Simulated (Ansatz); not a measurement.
## SiBi (built on the sites of a database entry of SnSb): the cell at rest

Task: relax SiBi (built on the sites of a database entry of SnSb) tightly.

Method: DFT PBEsol, scalar-relativistic, plane waves, PAW, in Ansatz 0.2.0.

The structure was built from a prototype and need not be the compound's stable phase.

## (1) The starting structure

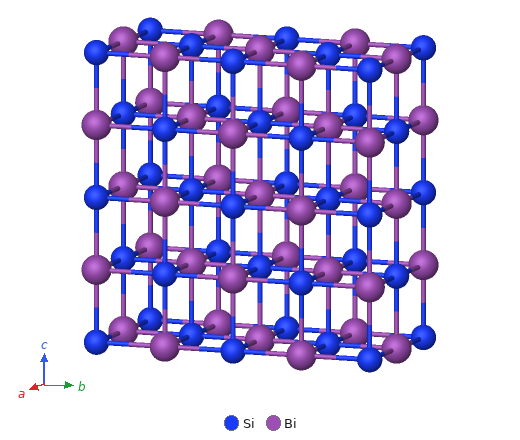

The cell as given, slightly off an axis (silicon blue, bismuth purple). 1×2×2 cells are drawn. This picture shows the conventional cell, with its axes. Some periodic images of atoms are drawn too.

## (2) A coarse first look

First a cheap look: the gap decides the mesh and the occupations, the pressure tells how far the cell has to move.

The input, input.yaml:

```yaml
crystal:
  lattice:
    - [0.0, 2.9425, 2.9425]
    - [2.9425, 0.0, 2.9425]
    - [2.9425, 2.9425, 0.0]
  atoms:
    - { symbol: Si, position: [0.0, 0.0, 0.0] }
    - { symbol: Bi, position: [0.5, 0.5, 0.5] }
kpoints:
  mp_grid: { grid: [6, 6, 6] }
hamiltonian:
  xc: pbesol
scf:
  occupations: { method: gaussian, width: 0.1 }
output:
  forces: true
  stress: true
  eigenvalues: true
```

Run with:

```sh
$ ansatz run input.yaml --threads 4 --pin off --max-ram 7168MiB --backend cpu --events-out ev --progress --plain --runs-dir out
```

Numbers of over 12 decimals in the logs are rounded to 6 here.

What it wrote:

```text
Engine: ansatz 0.2.0, aarch64-unknown-linux-gnu
Pseudopotentials: kind: paw
Pseudopotential: Si, paw, valence charge 4, recommended cutoff 420 eV (normal), Si.paw.azcp
Pseudopotential: Bi, paw, valence charge 15, recommended cutoff 420 eV (normal), Bi.paw.azcp
Functional definition: PBEsol
  exchange = pbesol_x
  correlation = pbesol_c
Crystal: 2 atoms, lattice volume = 50.954 Å³
[...]
--- Band table (eV; the first three rows and the last of 16) ---
  k-point 0: bands = [... 6 lower, 6.4297, 8.8123, 8.8123, 8.8123, 14.1702, 14.1702, 14.1702, 14.9009]
  k-point 1: bands = [... 6 lower, 4.8138, 8.8510, 8.8510, 9.6306, 12.7962, 12.7962, 13.0441, 15.0081]
  k-point 2: bands = [... 6 lower, 2.4704, 9.0941, 9.0941, 10.1569, 11.0845, 11.0845, 11.6269, 16.6305]
  k-point 15: bands = [... 6 lower, 2.6683, 4.4614, 5.6204, 8.8282, 12.9778, 13.5744, 16.8044, 16.9843]
[key lines of the parts left out:]
SCF converged after 6 iterations
Free energy (F): -12862.729171 eV
Fermi energy:    9.341513 eV
P = ⅓ Tr σ = -3.0467 GPa (-30.467 kbar)
```

Run time: 0.44 s. Hardware: 4 threads of Arm Neoverse V1, shared host; peak memory 0.3 GiB; 1.1 s of CPU time.

This step gave:

```yaml
pressure: -3.047 GPa
volume_per_atom: 25.48 Å³
gap_on_the_k_mesh: 0 eV
```

The coarse mesh shows no gap and a pressure of -3.0 GPa.

## (3) Relaxation

Harmonic phonons are second derivatives at a point where the forces vanish, and they are wanted at zero stress, so atoms and cell are relaxed first.

input.yaml, the sections that differ from step 2:

```yaml
kpoints:
  mp_grid: { grid: [12, 12, 12] }
relax:
  adjacent_minimum: "off"
  f_tol: 0.005
  max_steps: 80
  cell: { stress_tol: 0.05 }
# crystal, hamiltonian, scf, output: as in step 2
```

What it wrote:

```text
[...]
Crystal: 2 atoms, lattice volume = 50.954 Å³
Basis set: ecut = 420 eV, 965 PW (Γ), exchange–correlation on 60×60×60 points (8 copies of the dense FFT grid, shifted against one another)
Bands: 14, of which v1, the nominal top of the filled ones, is band 10 counted from 1 (9 counted from 0)
Symmetry: 48 space group operations
[...]
k-points: 72 of 1728
[...]
SCF iter   1: F=—  HF=-12862.727314 eV  |F-HF|=—  |Δ(HF+E_count)|=         —  Δρ=2.40e-3  dr2=4.93e-3  ethr=1.77e-3  ⟨swp⟩=5.7  Hψ=5775  notcnv=0
[...]
SCF iter   7: F=-12862.724888 eV  HF=-12862.724888 eV  |F-HF|=6.13e-9  |Δ(HF+E_count)|=   1.57e-8  Δρ=3.46e-6  dr2=7.45e-9  ethr=5.26e-10  ⟨swp⟩=6.0  Hψ=4012  notcnv=0
SCF 1 converged in 7 iterations: F = -12862.724888 eV  dr2 = 7.45e-9
[...]
relax step   1: F+E_penalty+E_count = -12862.72488833 eV  Δ(F+E_penalty+E_count) = +0.000e0 eV  max|allowed force component| = 3.842e-29 eV/Å  Δτ_max = 0.0000 Å  P = -2.762 GPa  Ω = 50.954 Å³  (7 SCF iters, dr2 threshold 1.00e-7 eV, accepted)
Crystal: 2 atoms, lattice volume = 47.218 Å³
Basis set: ecut = 420 eV, 941 PW (Γ), exchange–correlation on 60×60×60 points (8 copies of the dense FFT grid, shifted against one another)
[...]
iter 1 solved again at ethr=2.31e-5 eV; its pass at ethr=3.10e-3 eV (dr2=4.39e-3 eV) is discarded
[...]
SCF iter   5: F=-12862.734699 eV  HF=-12862.734699 eV  |F-HF|=4.96e-9  |Δ(HF+E_count)|=   2.91e-7  Δρ=1.35e-5  dr2=5.69e-8  ethr=1.05e-9  ⟨swp⟩=4.1  Hψ=4954  notcnv=0
SCF 2 converged in 5 iterations: F = -12862.734699 eV  dr2 = 5.69e-8
relax step   2: F+E_penalty+E_count = -12862.73469926 eV  Δ(F+E_penalty+E_count) = -9.811e-3 eV  max|allowed force component| = 2.971e-29 eV/Å  Δτ_max = 0.0000 Å  P = +2.335 GPa  Ω = 47.218 Å³  energy of the carried Pulay correction = +6.369e-4 eV  (5 SCF iters, dr2 threshold 2.00e-7 eV, accepted)
Crystal: 2 atoms, lattice volume = 48.859 Å³
[...]
SCF iter   5: F=-12862.745092 eV  HF=-12862.745092 eV  |F-HF|=1.20e-9  |Δ(HF+E_count)|=   6.56e-8  Δρ=7.11e-6  dr2=1.88e-8  ethr=1.05e-9  ⟨swp⟩=6.0  Hψ=5099  notcnv=0
SCF 3 converged in 5 iterations: F = -12862.745092 eV  dr2 = 1.88e-8
relax step   3: F+E_penalty+E_count = -12862.74509184 eV  Δ(F+E_penalty+E_count) = -1.039e-2 eV  max|allowed force component| = 2.879e-28 eV/Å  Δτ_max = 0.0000 Å  P = -0.172 GPa  Ω = 48.859 Å³  energy of the carried Pulay correction = +3.512e-4 eV  (5 SCF iters, dr2 threshold 2.00e-7 eV, accepted)
[...]
relax step   4: F+E_penalty+E_count = -12862.74517764 eV  Δ(F+E_penalty+E_count) = -8.581e-5 eV  max|allowed force component| = 6.337e-29 eV/Å  Δτ_max = 0.0000 Å  P = -0.009 GPa  Ω = 48.743 Å³  energy of the carried Pulay correction = +3.712e-4 eV  (3 SCF iters, dr2 threshold 7.39e-8 eV, accepted)
[...]
SCF iter   5: F=-12862.744813 eV  HF=-12862.744813 eV  |F-HF|=0.00e0  |Δ(HF+E_count)|=  3.82e-11  Δρ=2.34e-7  dr2=1.62e-11  ethr=1.00e-12  ⟨swp⟩=5.1  Hψ=5193  notcnv=0
SCF 5 converged in 5 iterations: F = -12862.744813 eV  dr2 = 1.62e-11
relax step   5: F+E_penalty+E_count = -12862.74481314 eV  Δ(F+E_penalty+E_count) = +3.645e-4 eV  max|allowed force component| = 7.606e-29 eV/Å  Δτ_max = 0.0000 Å  P = -0.010 GPa  Ω = 48.743 Å³  stress off target by 1.01e-2 GPa  SCF on the basis re-selected at this cell (its energy is not comparable with the rows above)  (5 SCF iters)
basis re-selected at this cell: Δ(F+E_penalty+E_count) = +3.645e-4 eV, ΔP = -0.001 GPa vs the last step (what re-selecting the basis moved, of the pressure what is left beyond the Pulay correction that the steps carried, after the strain that the cell walked since its last selection, with what the two solves' SCF thresholds leave and, on support functions, any second-order correction that the steps lacked; it is no m [...]
SCF converged after 5 iterations
Free energy (F): -12862.744813 eV
[...]
Internal energy: -12862.739395 eV  (E = F + TS)
E sigma→0 (E₀):  -12862.742104 eV
Entropy (-TS):   -0.005418 eV (-2.709 meV/atom)
Fermi energy:    10.109760 eV
[...]
--- Stress (GPa, compression-positive) ---
       -0.010139      -0.000000      -0.000000
       -0.000000      -0.010139      -0.000000
       -0.000000      -0.000000      -0.010139
  P = ⅓ Tr σ = -0.0101 GPa (-0.101 kbar)
--- Band table (eV; the first three rows and the last of 72) ---
  k-point 0: bands = [... 6 lower, 7.3864, 9.4176, 9.4176, 9.4176, 14.9924, 14.9924, 14.9924, 15.5255]
  k-point 1: bands = [... 6 lower, 6.7468, 9.4237, 9.4237, 9.8356, 14.4752, 14.4752, 14.5633, 15.5107]
  k-point 2: bands = [... 6 lower, 5.5330, 9.4538, 9.4538, 10.3974, 13.5286, 13.5286, 13.8039, 15.6731]
  k-point 71: bands = [... 6 lower, 2.9440, 5.3846, 5.3846, 11.4139, 11.6339, 15.7709, 15.7709, 18.6525]
--- Relaxed structure (4 steps of the walk, 4 accepted, 1 SCFs on fresh bases) ---
  F+E_penalty+E_count = -12862.74481314 eV   max|allowed force component| = 7.606e-29 eV/Å   (the final SCF, on the basis selected at the relaxed cell)
  cell:  # Å, volume = 48.7433 Å³
    - [0, 2.899312, 2.899312]
    - [2.899312, 0, 2.899312]
    - [2.899312, 2.899312, 0]
  atoms:
    - { symbol: Si, position: [0, 0, 0] }
    - { symbol: Bi, position: [0.5, 0.5, 0.5] }
```

Run time: 4.3 s. Hardware: 4 threads; peak memory 0.39 GiB.

The steps of the relaxation:

```tsv
step	energy less that of the first step (eV)	largest force component (eV/Å)	pressure (GPa)	volume (Å³)
1	0.0000	0.0000	-2.76	50.95
2	-0.0098	0.0000	2.33	47.22
3	-0.0202	0.0000	-0.17	48.86
4	-0.0203	0.0000	-0.01	48.74
5*	-0.0199	0.0000	-0.01	48.74
```

Relaxation steps marked * repeat the geometry before them on a plane-wave basis chosen anew for their cell, so energy and pressure can jump there.

The run keeps the 48 symmetry operations that it works with, so distortions that break them were not tested.

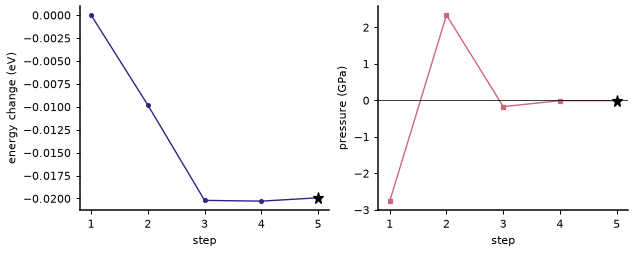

Energy and pressure along the relaxation. Stars mark steps on a basis chosen anew.

```tsv
conventional cell, symmetrised	before	after	change
a (Å)	5.885	5.799	-1.5 %
b (Å)	5.885	5.799	-1.5 %
c (Å)	5.885	5.799	-1.5 %
volume (Å³/atom)	25.48	24.37	-4.3 %
```

The relaxed structure:

```cif
data_structure
_symmetry_space_group_name_H-M 'P 1'
_symmetry_Int_Tables_number 1
_cell_length_a 4.1002
_cell_length_b 4.1002
_cell_length_c 4.1002
_cell_angle_alpha 60.000
_cell_angle_beta 60.000
_cell_angle_gamma 60.000
_cell_volume 48.74
loop_
_atom_site_label
_atom_site_type_symbol
_atom_site_fract_x
_atom_site_fract_y
_atom_site_fract_z
_atom_site_occupancy
Si1 Si 0.00000 0.00000 0.00000 1
Bi2 Bi 0.50000 0.50000 0.50000 1
```

This step gave:

- pressure: -0.01014 GPa
- volume per atom: 24.37 Å³

In this step the volume went from 25.48 to 24.37 Å³/atom.

## (4) Tight relaxation

Phonons need a cell at rest on their own settings, so the relaxation is repeated with tight tolerances on forces and stress on the k mesh and occupations of the first response run.

input.yaml, the sections that differ from step 3:

```yaml
crystal:
  lattice:
    - [0.0, 2.8993116848, 2.8993116848]
    - [2.8993116848, 0.0, 2.8993116848]
    - [2.8993116848, 2.8993116848, 0.0]
  atoms:
    - { symbol: Si, position: [0.0, 0.0, 0.0] }
    - { symbol: Bi, position: [0.5, 0.5, 0.5] }
scf:
  occupations: { method: methfessel_paxton, width: 0.15 }
relax:
  adjacent_minimum: "off"
  f_tol: 0.001
  max_steps: 60
  cell: { stress_tol: 0.01 }
# kpoints, hamiltonian, output: as in step 3
```

What it wrote:

```text
[...]
Crystal: 2 atoms, lattice volume = 48.743 Å³
Basis set: ecut = 420 eV, 941 PW (Γ), exchange–correlation on 60×60×60 points (8 copies of the dense FFT grid, shifted against one another)
Bands: 14, of which v1, the nominal top of the filled ones, is band 10 counted from 1 (9 counted from 0)
[... 1 set-up line as in the run before ...]
[...]
k-points: 72 of 1728
[...]
k-point 71: bands = [... 6 lower, 2.9469, 5.3868, 5.3868, 11.4178, 11.6379, 15.7744, 15.7744, 18.6581]
--- Relaxed structure (3 steps of the walk, 3 accepted, 1 SCFs on fresh bases) ---
[...]
cell:  # Å, volume = 48.7319 Å³
    - [0, 2.899086, 2.899086]
    - [2.899086, 0, 2.899086]
    - [2.899086, 2.899086, 0]
  atoms:
    - { symbol: Si, position: [0, 0, 0] }
    - { symbol: Bi, position: [0.5, 0.5, 0.5] }
[key lines of the parts left out:]
SCF converged after 7 iterations
Free energy (F): -12862.742368 eV
Fermi energy:    10.112526 eV
P = ⅓ Tr σ = -0.0001 GPa (-0.001 kbar)
```

The job ended after 3.4 s (4 threads; peak memory 0.38 GiB; 12 s of CPU time).

Little changed from the start: no atom moved by 0.005 Å and no cell edge by 0.1 %.

Numbers from this step:

```yaml
pressure: -7.42e-5 GPa
```

The forces vanish by symmetry and the pressure is 0.000 GPa, within the tolerances set. The cell now holds 24.37 Å³/atom.

## (5) Summary of results

- space group after relaxation (within 0.01 Å): Fm-3m
- lattice constant a: 5.798 Å
- lattice constant b: 5.798 Å
- lattice constant c: 5.798 Å
- volume per atom: 24.4 Å³

In words: The forces vanish by symmetry and the pressure is 0.000 GPa, within the tolerances set. The cell now holds 24.37 Å³/atom. The relaxation keeps the symmetry of its start, so it says nothing on stability against lower symmetry. The runs are without spin polarisation, although the cell has an odd electron count. Spin-orbit coupling is left out, which can matter for the heavy elements here. The starting cell was built on a prototype and not taken from a measurement, so the phase need not exist.

[Logs are printed without paths, hosts, clocks, repeated set-up lines and the standing remarks that a program may print on its own settings, such as how far it seeks lower states.]

[Hosts, paths, dates, database ids (printed as entryN), source tags and the programs' standing remarks are cut or masked in the printed files.]
